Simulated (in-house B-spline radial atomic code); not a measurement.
**Ni⁸⁺: many-body perturbation calculation**

System: Ni⁸⁺, core [Ne] 3s2 3p6.
Method: configuration interaction of two valence electrons with many-body perturbation theory for the core (screened one- and two-electron correlation potentials), Breit and QED, no-pair Dirac, B-spline basis (in-house B-spline radial atomic code).

## Results in brief

- outcome: converged
- hardware: 1 CPU thread, shared host
- wall time: 87 s

## Input
```
basis_form = 3
Z = 28
core_configuration = [Ne] 3s2 3p6
rms_radius = 3.7757
mass_number = 58
speed_of_light = 137.035999084
box_radius = 9.0
lmax = 6
intervals = 62
virtual_cutoff = 1568.0
```

Launched within a batch (the task file carries these settings):
```bash
python <driver script> task.json out
```

The program writes its results to a structured record and prints no log; tables and figures of this report are taken from that record.

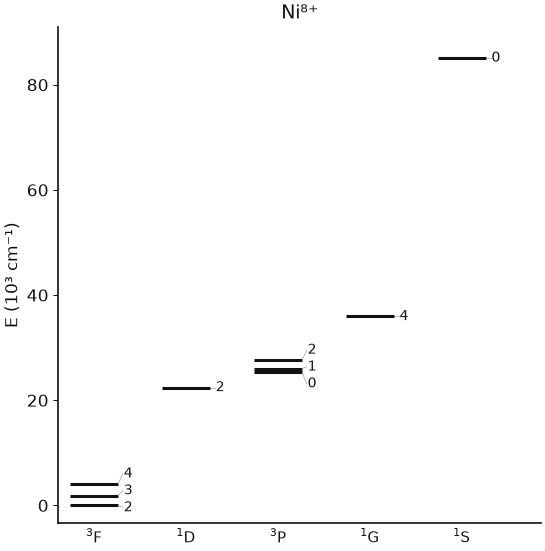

Figure 1. Levels of Ni⁸⁺, two electrons outside the core [Ne] 3s² 3p⁶. CI+MBPT: configuration interaction in the frozen-core Dirac–Hartree–Fock potential with screened core-valence correlation, Breit and QED terms; computed with a B-spline radial code. The lowest level is 3d² ³F₂. The first excited level, 3d² ³F₃, lies at 1,880 cm⁻¹. The ground term spreads over 4,110 cm⁻¹ in the order J = 2, 3, 4, a normal multiplet. All levels drawn have even parity, so no electric dipole line joins them. The ionisation energy is 193.4 eV, against 189.0 eV from CI without core-valence correlation and a semi-empirical value of 193.2 eV.

```csv
Level,E (cm⁻¹)
3d² ³F₂,0
3d² ³F₃,"1,878"
3d² ³F₄,"4,113"
3d² ¹D₂,"22,420"
3d² ³P₀,"25,310"
3d² ³P₁,"26,030"
3d² ³P₂,"27,680"
3d² ¹G₄,"35,930"
3d² ¹S₀,"85,080"
```
